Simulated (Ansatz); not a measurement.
```yaml
atoms:
  - { symbol: Cl, position_ang: [2.2877, -0.2079, -2.1775] }
  - { symbol: Ga, position_ang: [0.7939, 0.3042, -0.8549] }
  - { symbol: N, position_ang: [1.9128, 3.3116, -1.3877] }
  - { symbol: O, position_ang: [1.1370, 2.6800, -0.8217] }
  - { symbol: H, position_ang: [-0.3733, 0.2764, 0.1206] }
```

Geometry: PBE0-D3(BJ)/pcseg-1.

Computed with Ansatz, isolated molecule in a Gaussian basis; Kohn-Sham density functional theory, functional PBE0.

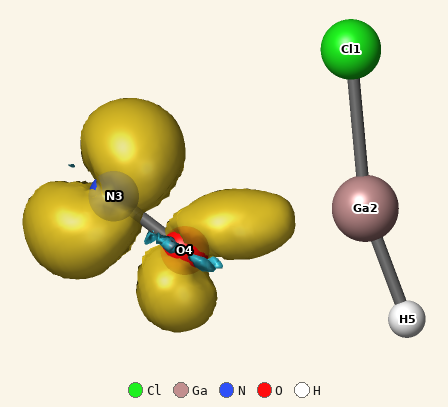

ClGaHNO (charge +1, doublet). Isosurfaces of the spin density (α minus β) at +0.03 (yellow) and −0.03 e/Å³ (cyan), seen across its widest extent.

Q: Describe the spin distribution.

A: The unpaired spin (1 electron) lies mostly on N3 (about 0.7) and O4 (about 0.2), in electrons by Hirshfeld's partition.
